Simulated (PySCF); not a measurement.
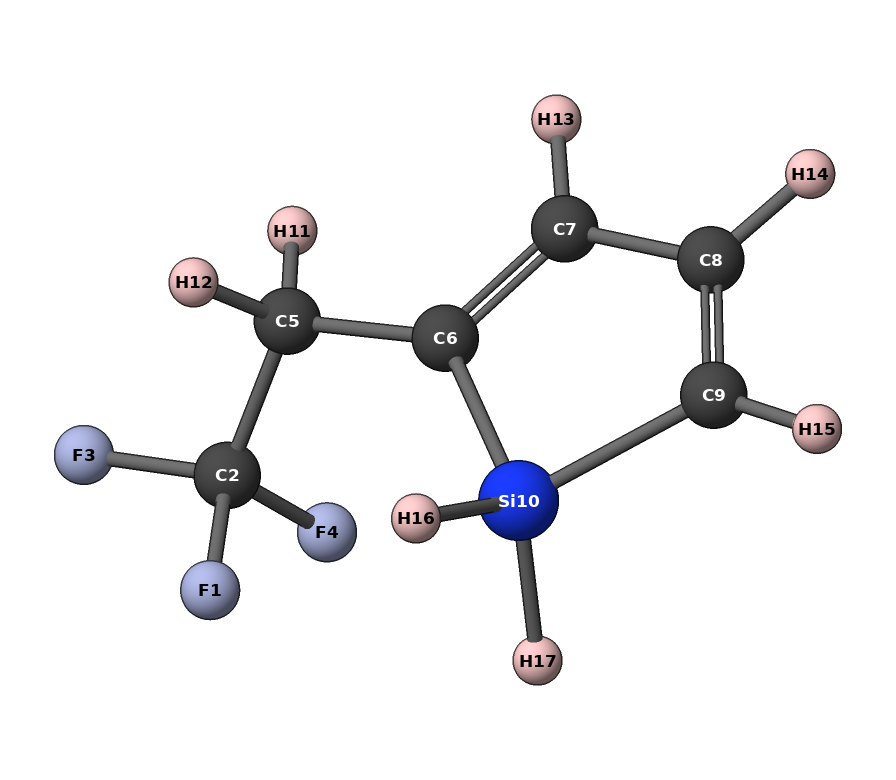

The questions are on isotropic NMR shieldings of the C atoms. The computed structure is the end point of a PBE0-D3(BJ)/def2-SVP optimisation. No frequency run is at hand to confirm it as a minimum. Method: GIAO PBE/pcSseg-1 NMR shielding, non-relativistic, gas phase (PySCF 2.14.0).

**Which C atom is the most shielded (lowest chemical shift)?**

C5 (136.1 ppm).

**Which C atom is the least shielded (highest chemical shift)?**

C8 (25.0 ppm).

**How wide is the range of C shifts?**

111.1 ppm.

List the isotropic NMR shieldings of the C atoms.

| atom | σ (ppm) |
| --- | --- |
| C2 | 43.2 |
| C5 | 136.1 |
| C6 | 39.6 |
| C7 | 27.7 |
| C8 | 25.0 |
| C9 | 46.6 |
